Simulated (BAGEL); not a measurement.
# TiH4O4 (SMILES O[Ti](O)(O)O), step by step

Aim: a series of 15 runs (B3LYP/6-31G*, RI-MP2/6-31G*) of H4O4Ti. 

The calculation is run with BAGEL 1.2.2.

1 further run of the same task is left out (set aside as unsound or not needed).

### 1 The structure to begin with

The species is TiH4O4 (9 atoms), meant as a singlet with charge 0. SMILES: `O[Ti](O)(O)O`. One bond was lengthened or shortened from a relaxed shape.

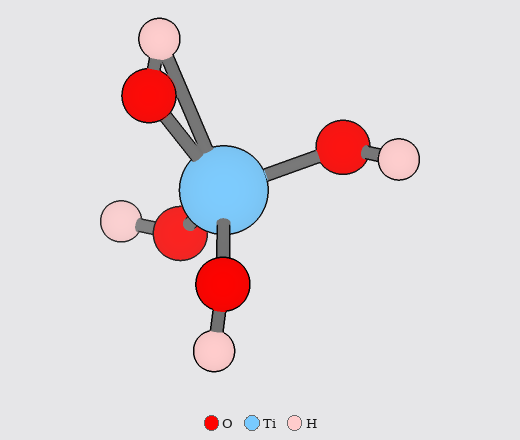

The structure, seen from a chosen angle (oxygen red, titanium blue, hydrogen pink).

### 2 The energy at B3LYP/6-31G(d) (density fitting with svp-jkfit, spherical functions) (run 1)

calc.json

```json
{ "bagel" : [

{
  "title" : "molecule",
  "basis" : "6-31gs.json",
  "df_basis" : "svp-jkfit",
  "angstrom" : true,
  "geometry" : [
    { "atom" : "O", "xyz" : [      -0.228493,       1.290226,      -1.370266 ] },
    { "atom" : "Ti", "xyz" : [      -0.103173,       0.021926,      -0.097586 ] },
    { "atom" : "O", "xyz" : [       1.548467,      -0.693474,      -0.163656 ] },
    { "atom" : "O", "xyz" : [      -1.338873,      -1.257364,      -0.381366 ] },
    { "atom" : "O", "xyz" : [      -0.393733,       0.748116,       1.524784 ] },
    { "atom" : "H", "xyz" : [      -0.813470,       1.413950,      -1.922910 ] },
    { "atom" : "H", "xyz" : [       2.167737,      -0.864134,       0.546944 ] },
    { "atom" : "H", "xyz" : [      -1.226383,      -2.154414,      -0.698086 ] },
    { "atom" : "H", "xyz" : [      -0.438013,       1.669846,       1.781854 ] }
  ]
},

{ "title" : "ks", "xc_func" : "b3lyp" },

{ "title" : "print", "file" : "orbitals.molden", "orbitals" : true }

]}
```

The basis set 6-31G* is read from a file made from the Basis Set Exchange's data (not shown).

The run is started by

```sh
$ BAGEL_NUM_THREADS=1 BAGEL calc.json > calc.out
```

Output:

```text
* using 1 threads per process

  ===============================================================
  ===============================================================

  *** Geometry ***

  { "atom" : "O", "xyz" : [     -0.431789,      2.438174,     -2.589427 ] },
  { "atom" : "Ti", "xyz" : [     -0.194969,      0.041434,     -0.184411 ] },
  { "atom" : "O", "xyz" : [      2.926179,     -1.310476,     -0.309265 ] },
  { "atom" : "O", "xyz" : [     -2.530103,     -2.376074,     -0.720677 ] },
  { "atom" : "O", "xyz" : [     -0.744048,      1.413734,      2.881424 ] },
  { "atom" : "H", "xyz" : [     -1.537236,      2.671978,     -3.633773 ] },
  { "atom" : "H", "xyz" : [      4.096429,     -1.632977,      1.033574 ] },
  { "atom" : "H", "xyz" : [     -2.317528,     -4.071252,     -1.319191 ] },
  { "atom" : "H", "xyz" : [     -0.827725,      3.155552,      3.367216 ] },

  Number of auxiliary basis functions:      644

  Since a DF basis is specified, we compute 2- and 3-index integrals:
    o Being stored without compression. Storage requirement is 0.049 GB

  Number of basis functions:       98
  Number of electrons      :       58

    * METHOD: MOLECULE                             1.23

  *** Kohn-Sham DFT ***

    * Removing 16881 points whose weight is below 1.00e-10
    * Grid points: 117273

  === Nuclear Repulsion ===
   328.4510016301

       - DIIS with orbital gradients will be used.

  === KS iteration (b3lyp / 6-31gs.json) ===
      0      -1004.94333267          0.13938093           1.11
      1      -1090.99898123          0.15154850           0.99
      2       -997.81574400          0.23901025           1.02
      3      -1143.90555615          0.14747317           1.12
      4      -1151.55448609          0.05257054           1.17
      5      -1142.61411534          0.11868466           1.06
[... 17 lines of this table left out ...]
     23      -1152.88033819          0.00000001           0.93
     24      -1152.88033819          0.00000000           1.19
    * SCF iteration converged.

    * Permanent dipole moment:
           (   -0.048650,     0.041750,    -0.075976) a.u.

    * METHOD: KS                                  29.93

    * METHOD: PRINT                                0.03

  ===============================================================
```

Wall time 32 s (1 thread of Intel Xeon Platinum 8259CL at 2.50GHz (Skylake/Cascade Lake), shared host); peak memory 0.58 GiB.

### 3 Bond 6-1 at 0.958 A: a single-point energy at RI-MP2/6-31G(d) (density fitting with svp-jkfit, spherical functions) (run 2)

input.json

```json
{ "bagel": [

{
  "title": "molecule",
  "basis": "6-31gs.json",
  "df_basis": "svp-jkfit",
  "angstrom": true,
  "geometry": [
    { "atom": "O", "xyz": [      -0.125249,       1.268390,      -1.272729 ] },
    { "atom": "Ti", "xyz": [       0.000071,       0.000090,      -0.000049 ] },
    { "atom": "O", "xyz": [       1.651711,      -0.715310,      -0.066119 ] },
    { "atom": "O", "xyz": [      -1.235629,      -1.279200,      -0.283829 ] },
    { "atom": "O", "xyz": [      -0.290489,       0.726280,       1.622321 ] },
    { "atom": "H", "xyz": [      -0.813470,       1.413950,      -1.922910 ] },
    { "atom": "H", "xyz": [       2.270981,      -0.885970,       0.644481 ] },
    { "atom": "H", "xyz": [      -1.123139,      -2.176250,      -0.600549 ] },
    { "atom": "H", "xyz": [      -0.334769,       1.648010,       1.879391 ] }
  ]
},

{ "title": "hf" },

{ "title": "mp2", "ncore": 9 }

]}
```

The basis set 6-31G* is read from a file made from the Basis Set Exchange's data (not shown).

The run is started by

```sh
$ BAGEL_NUM_THREADS=1 BAGEL input.json > input.out
```

Output:

```text
* using 1 threads per process

  ===============================================================
  ===============================================================

  *** Geometry ***

  { "atom" : "O", "xyz" : [     -0.236686,      2.396910,     -2.405109 ] },
  { "atom" : "Ti", "xyz" : [      0.000134,      0.000170,     -0.000093 ] },
  { "atom" : "O", "xyz" : [      3.121281,     -1.351740,     -0.124947 ] },
[... 5 lines of this table left out ...]
  { "atom" : "H", "xyz" : [     -0.632622,      3.114288,      3.551534 ] },

  Number of auxiliary basis functions:      644

  Since a DF basis is specified, we compute 2- and 3-index integrals:
    o Being stored without compression. Storage requirement is 0.049 GB

  Number of basis functions:       98
  Number of electrons      :       58

    * METHOD: MOLECULE                             1.22

  *** RHF ***

  === Nuclear Repulsion ===
   327.3350837620

      * DIIS with orbital gradients will be used.

  === RHF iteration (6-31gs.json) ===
      0      -1149.53894472          0.03155027           0.26
      1      -1149.43633435          0.03980759           0.24
      2      -1150.28079742          0.00351081           0.24
[... 11 lines of this table left out ...]
     14      -1150.29097714          0.00000001           0.25
    * SCF iteration converged.

    * Permanent dipole moment:
           (    0.000632,     0.000003,    -0.000737) a.u.

    * METHOD: HF                                   4.37

  *** RHF ***

  === Nuclear Repulsion ===
   327.3350837620

      * DIIS with orbital gradients will be used.

  === RHF iteration (6-31gs.json) ===
      0      -1150.29097714          0.00000000           0.24
    * SCF iteration converged.

    * Permanent dipole moment:
           (    0.000632,     0.000003,    -0.000736) a.u.

  === DF-MP2 calculation ===

    * freezing 9 orbitals
    * 3-index integral transformation done
    * assembly done

      MP2 correlation energy:   -1.0494402860      0.20

      MP2 total energy:       -1151.3404174288

    * METHOD: MP2                                  0.75

  ===============================================================
```

Wall time 6.6 s (1 thread of Intel Xeon Platinum 8259CL at 2.50GHz (Skylake/Cascade Lake), shared host); peak memory 0.2 GiB.

Runs 3 to 7 aren't shown in full; the table further down has their settings and results.

### 4 Bond 6-1 at 1.533 A: a single-point energy at RI-MP2/6-31G(d) (density fitting with svp-jkfit, spherical functions) (run 8)

input.json

```json
{ "bagel": [

{
  "title": "molecule",
  "basis": "6-31gs.json",
  "df_basis": "svp-jkfit",
  "angstrom": "true",
  "geometry": [
    { "atom": "O", "xyz": [       0.287656,       1.181060,      -0.882647 ] },
    { "atom": "Ti", "xyz": [       0.412976,      -0.087240,       0.390033 ] },
    { "atom": "O", "xyz": [       2.064616,      -0.802640,       0.323963 ] },
    { "atom": "O", "xyz": [      -0.822724,      -1.366530,       0.106253 ] },
    { "atom": "O", "xyz": [       0.122416,       0.638950,       2.012403 ] },
    { "atom": "H", "xyz": [      -0.813470,       1.413950,      -1.922910 ] },
    { "atom": "H", "xyz": [       2.683886,      -0.973300,       1.034563 ] },
    { "atom": "H", "xyz": [      -0.710234,      -2.263580,      -0.210467 ] },
    { "atom": "H", "xyz": [       0.078136,       1.560680,       2.269473 ] }
  ]
},

{
  "title": "hf"
},

{
  "title": "mp2",
  "ncore": 9
}

]}
```

The basis set 6-31G* is read from a file made from the Basis Set Exchange's data (not shown).

The run is started by

```sh
$ BAGEL_NUM_THREADS=1 BAGEL input.json > input.out
```

Output:

```text
* using 1 threads per process

  ===============================================================
  ===============================================================

  *** Geometry ***

  { "atom" : "O", "xyz" : [      0.543591,      2.231880,     -1.667961 ] },
  { "atom" : "Ti", "xyz" : [      0.780412,     -0.164860,      0.737056 ] },
  { "atom" : "O", "xyz" : [      3.901559,     -1.516770,      0.612201 ] },
[... 5 lines of this table left out ...]
  { "atom" : "H", "xyz" : [      0.147656,      2.949258,      4.288682 ] },

  Number of auxiliary basis functions:      644

  Since a DF basis is specified, we compute 2- and 3-index integrals:
    o Being stored without compression. Storage requirement is 0.049 GB

  Number of basis functions:       98
  Number of electrons      :       58

    * METHOD: MOLECULE                             1.57

  *** RHF ***

  === Nuclear Repulsion ===
   324.5134210764

      * DIIS with orbital gradients will be used.

  === RHF iteration (6-31gs.json) ===
      0      -1149.34218200          0.03265928           0.31
      1      -1149.17468005          0.04237609           0.28
      2      -1150.14677334          0.00420163           0.25
[... 14 lines of this table left out ...]
     17      -1150.16176182          0.00000001           0.24
    * SCF iteration converged.

    * Permanent dipole moment:
           (    0.178130,    -0.105994,     0.231432) a.u.

    * METHOD: HF                                   5.20

  *** RHF ***

  === Nuclear Repulsion ===
   324.5134210764

      * DIIS with orbital gradients will be used.

  === RHF iteration (6-31gs.json) ===
      0      -1150.16176182          0.00000000           0.25
    * SCF iteration converged.

    * Permanent dipole moment:
           (    0.178131,    -0.105994,     0.231432) a.u.

  === DF-MP2 calculation ===

    * freezing 9 orbitals
    * 3-index integral transformation done
    * assembly done

      MP2 correlation energy:   -1.0765171932      0.21

      MP2 total energy:       -1151.2382790117

    * METHOD: MP2                                  0.77

  ===============================================================
```

It took 7.8 s on 1 thread of Intel Xeon Platinum 8259CL at 2.50GHz (Skylake/Cascade Lake), shared host; peak memory 0.2 GiB.

Runs 9 to 14 aren't shown in full; the table further down has their settings and results.

### 5 Bond 6-1 at 2.682 A: a single-point energy at B3LYP/6-31G(d) (density fitting with svp-jkfit, spherical functions) (run 15)

dft.json

```json
{ "bagel" : [

{
  "title" : "molecule",
  "basis" : "6-31gs.json",
  "df_basis" : "svp-jkfit",
  "angstrom" : true,
  "geometry" : [
    { "atom" : "O", "xyz" : [       1.113536,       1.006384,      -0.102416 ] },
    { "atom" : "Ti", "xyz" : [       1.238856,      -0.261916,       1.170264 ] },
    { "atom" : "O", "xyz" : [       2.890496,      -0.977316,       1.104194 ] },
    { "atom" : "O", "xyz" : [       0.003156,      -1.541206,       0.886484 ] },
    { "atom" : "O", "xyz" : [       0.948296,       0.464274,       2.792634 ] },
    { "atom" : "H", "xyz" : [      -0.813470,       1.413950,      -1.922910 ] },
    { "atom" : "H", "xyz" : [       3.509766,      -1.147976,       1.814794 ] },
    { "atom" : "H", "xyz" : [       0.115646,      -2.438256,       0.569764 ] },
    { "atom" : "H", "xyz" : [       0.904016,       1.386004,       3.049704 ] }
  ]
},

{
  "title" : "ks",
  "xc_func" : "b3lyp"
},

{
  "title" : "print",
  "file" : "orbitals.molden",
  "orbitals" : true
}

]}
```

The basis set 6-31G* is read from a file made from the Basis Set Exchange's data (not shown).

The run is started by

```sh
$ BAGEL_NUM_THREADS=1 BAGEL dft.json > dft.out
```

Output:

```text
* using 1 threads per process

  ===============================================================
  ===============================================================

  *** Geometry ***

  { "atom" : "O", "xyz" : [      2.104278,      1.901790,     -0.193538 ] },
  { "atom" : "Ti", "xyz" : [      2.341099,     -0.494950,      2.211478 ] },
  { "atom" : "O", "xyz" : [      5.462246,     -1.846860,      2.086624 ] },
  { "atom" : "O", "xyz" : [      0.005964,     -2.912457,      1.675212 ] },
  { "atom" : "O", "xyz" : [      1.792020,      0.877351,      5.277313 ] },
  { "atom" : "H", "xyz" : [     -1.537236,      2.671978,     -3.633773 ] },
  { "atom" : "H", "xyz" : [      6.632497,     -2.169360,      3.429464 ] },
  { "atom" : "H", "xyz" : [      0.218539,     -4.607636,      1.076698 ] },
  { "atom" : "H", "xyz" : [      1.708343,      2.619168,      5.763105 ] },

  Number of auxiliary basis functions:      644

  Since a DF basis is specified, we compute 2- and 3-index integrals:
    o Being stored without compression. Storage requirement is 0.049 GB

  Number of basis functions:       98
  Number of electrons      :       58

    * METHOD: MOLECULE                             1.44

  *** Kohn-Sham DFT ***

    * Removing 15530 points whose weight is below 1.00e-10
    * Grid points: 118624

  === Nuclear Repulsion ===
   321.6593634481

       - DIIS with orbital gradients will be used.

  === KS iteration (b3lyp / 6-31gs.json) ===
      0      -1005.77571120          0.13803547           1.08
      1      -1087.66025583          0.14600459           1.31
      2      -1001.87363968          0.23792842           1.21
      3      -1120.60579658          0.15922257           1.21
      4      -1130.01958773          0.16035453           1.13
      5      -1149.59690602          0.07930312           1.22
[... 38 lines of this table left out ...]
     44      -1152.67362761          0.00000001           1.19
     45      -1152.67362761          0.00000001           1.30
    * SCF iteration converged.

    * Permanent dipole moment:
           (    0.117448,     0.120971,     0.083229) a.u.

    * METHOD: KS                                  53.62

    * METHOD: PRINT                                0.03

  ===============================================================
```

Run time: 56 s. Hardware: 1 thread of Intel Xeon Platinum 8259CL at 2.50GHz (Skylake/Cascade Lake), shared host; peak memory 0.58 GiB.

### 6 All runs side by side

```tsv
run	level	frozen core orbitals	partner	energy (Eh)	dipole moment (D)	HOMO energy (eV)	LUMO energy (eV)	wall time
1	B3LYP/6-31G* (density fitting with svp-jkfit, spherical functions)	–	bond 6-1 at 0.814 A	-1152.880338	0.25	-8.26	-1.12	32 s
2	RI-MP2/6-31G* (density fitting with svp-jkfit, spherical functions)	9	bond 6-1 at 0.958 A	-1151.340417	–	–	–	6.6 s
3	B3LYP/6-31G* (density fitting with svp-jkfit, spherical functions)	–	bond 6-1 at 0.958 A	-1152.912193	0.00	-8.20	-1.05	29 s
4	RI-MP2/6-31G* (density fitting with svp-jkfit, spherical functions)	9	bond 6-1 at 1.102 A	-1151.328429	–	–	–	6.9 s
5	B3LYP/6-31G* (density fitting with svp-jkfit, spherical functions)	–	bond 6-1 at 1.102 A	-1152.899628	0.20	-8.13	-1.09	35 s
6	RI-MP2/6-31G* (density fitting with svp-jkfit, spherical functions)	9	bond 6-1 at 1.293 A	-1151.289945	–	–	–	6.9 s
7	B3LYP/6-31G* (density fitting with svp-jkfit, spherical functions)	–	bond 6-1 at 1.293 A	-1152.861184	0.38	-8.06	-1.71	36 s
8	RI-MP2/6-31G* (density fitting with svp-jkfit, spherical functions)	9	bond 6-1 at 1.533 A	-1151.238279	–	–	–	7.8 s
9	B3LYP/6-31G* (density fitting with svp-jkfit, spherical functions)	–	bond 6-1 at 1.533 A	-1152.809551	0.51	-8.02	-3.14	39 s
10	RI-MP2/6-31G* (density fitting with svp-jkfit, spherical functions)	9	bond 6-1 at 1.820 A	-1151.187594	–	–	–	6.6 s
11	B3LYP/6-31G* (density fitting with svp-jkfit, spherical functions)	–	bond 6-1 at 1.820 A	-1152.757579	0.56	-8.01	-4.53	45 s
12	RI-MP2/6-31G* (density fitting with svp-jkfit, spherical functions)	9	bond 6-1 at 2.203 A	-1151.144269	–	–	–	9.9 s
13	B3LYP/6-31G* (density fitting with svp-jkfit, spherical functions)	–	bond 6-1 at 2.203 A	-1152.708869	0.50	-7.99	-5.62	87 s
14	RI-MP2/6-31G* (density fitting with svp-jkfit, spherical functions)	9	bond 6-1 at 2.682 A	-1151.123899	–	–	–	13 s
15	B3LYP/6-31G* (density fitting with svp-jkfit, spherical functions)	–	bond 6-1 at 2.682 A	-1152.673628	0.48	-7.88	-6.25	56 s
```

### 7 Results

```
                                  quantity           value
 bond 6-1 at 2.682 A, run 15: total energy  -1152.67363 Eh
bond 6-1 at 2.682 A, run 15: dipole moment          0.48 D
  bond 6-1 at 2.682 A, run 15: HOMO energy        -7.88 eV
  bond 6-1 at 2.682 A, run 15: LUMO energy        -6.25 eV
bond 6-1 at 2.682 A, run 15: HOMO–LUMO gap         1.64 eV
```

In words: In runs 10, 11, 12, 13, 14, 15 a closed-shell determinant meets a far-stretched bond, which it describes badly. All runs together took 6.9 min, the longest 87 s.
